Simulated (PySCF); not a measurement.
## A study: C6H4, triplet, SMILES `[c]1cc[c]cc1`

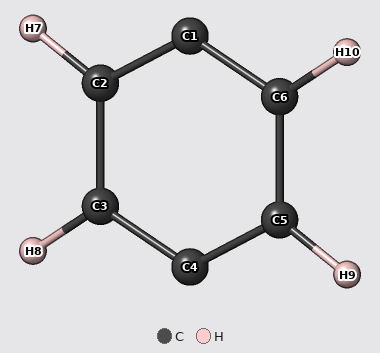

The molecule, with its atoms numbered as below. No frequency check shows the geometry to be a minimum.

Cartesian coordinates (Å):

```
C1       0.0000    1.3091    0.0000
C2      -1.2251    0.6980    0.0000
C3      -1.2251   -0.6980    0.0000
C4       0.0000   -1.3091    0.0000
C5       1.2251   -0.6980    0.0000
C6       1.2251    0.6980    0.0000
H7      -2.1475    1.2605    0.0000
H8      -2.1475   -1.2605    0.0000
H9       2.1475   -1.2605    0.0000
H10      2.1475    1.2605    0.0000
```

Part 1: Bonding charge

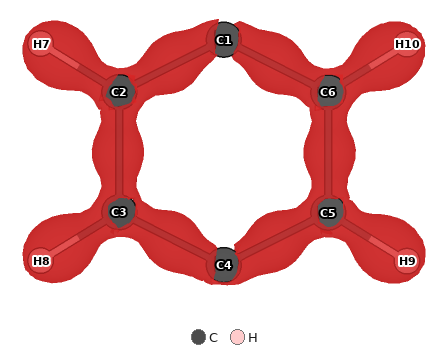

Deformation density (molecule less spherical, spin-averaged free atoms at the same positions), surfaces at ±0.3 e/Å³; red: gain, blue: loss.

PySCF calculation, CAM-B3LYP/6-311+G**, gas phase; geometry: GFN2-xTB. The stability of the open-shell solution wasn't checked. GFN2-xTB doesn't know the spin state, so this open-shell geometry is rough.

How much density has each bond gained at its critical point, relative to the free atoms?

Answer. C2–H7, C3–H8, C5–H9 and C6–H10: +0.75 e/Å³ at the bond critical point (bond length 1.08 Å). C1–C2, C3–C4, C4–C5 and C1–C6: +0.66 e/Å³ at the bond critical point (bond length 1.37 Å). C2–C3 and C5–C6: +0.59 e/Å³ at the bond critical point (bond length 1.40 Å). In all, 2.5 electrons gather in the regions of gain relative to the promolecule.

Where do the Hirshfeld charges lie?

Answer. The highest Hirshfeld charge is on H7, H8, H9 and H10 (+0.06 e), the lowest on C2, C3, C5 and C6 (−0.05 e).

Part 2: Bond critical points

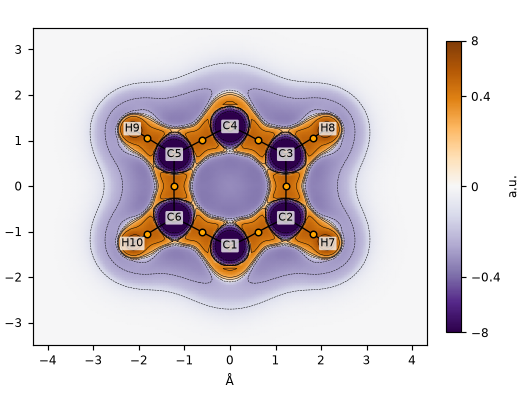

Negative Laplacian of the density (−∇²ρ) in the molecular plane (orange positive, purple negative, colour scale in a.u., logarithmic beyond ±0.04), with bond paths and bond critical points (dots).

At which bond critical points in this plane is charge locally concentrated, and at which depleted?

Answer. Concentrated (∇²ρ < 0): C1–C2, C3–C4, C4–C5 and C1–C6 (−0.92 a.u.); C2–C3 and C5–C6 (−0.82 a.u.); C2–H7, C3–H8, C5–H9 and C6–H10 (−0.99 a.u.). At none is it depleted.

Where along C2–H7 does the critical point lie?

Answer. 0.70 Å from C2 and 0.38 Å from H7.

Part 3: Electrostatic potential

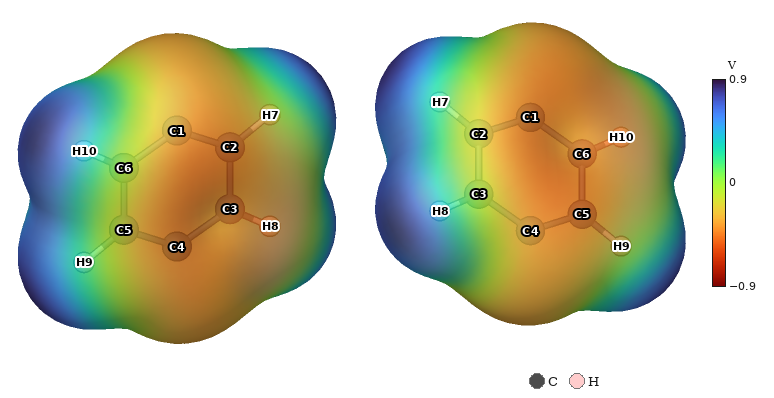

Electrostatic potential on the surface of electron density 0.001 a.u. (back view left, front view right).

Where are the extremes of the potential on the surface?

Answer. Highest: 0.83 V, 1.3 Å from H8, and at like points elsewhere. Lowest: −0.48 V, off the molecular plane, over C1 (2.1 Å), and at like points elsewhere. The surface is sampled at points, so like sites can differ by a few per cent and only the strongest of them is named.

Part 4: Spin density

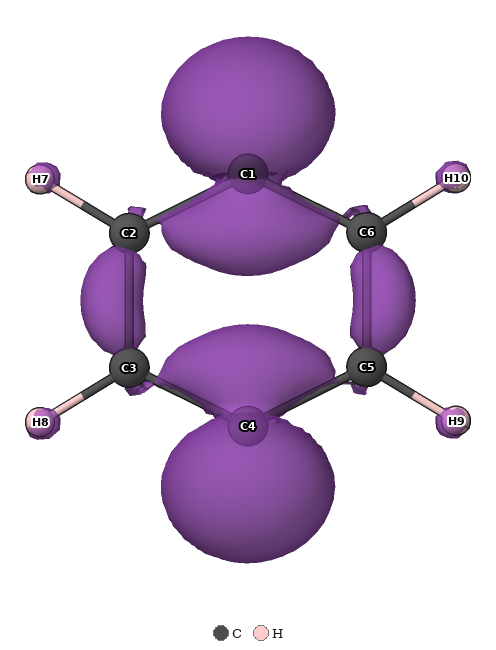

Spin density ρα − ρβ at ±0.05 e/Å³ (purple: excess α, green: excess β).

Give the atomic spin populations that go with this picture.

Answer. Hirshfeld spin populations: C1 and C4 +0.77 and C2, C3, C5 and C6 +0.09. ⟨S²⟩ = 2.01, against 2.00 for a pure state.

The PySCF run shown took 38 s on 1 thread of Arm Neoverse V2 (shared host).
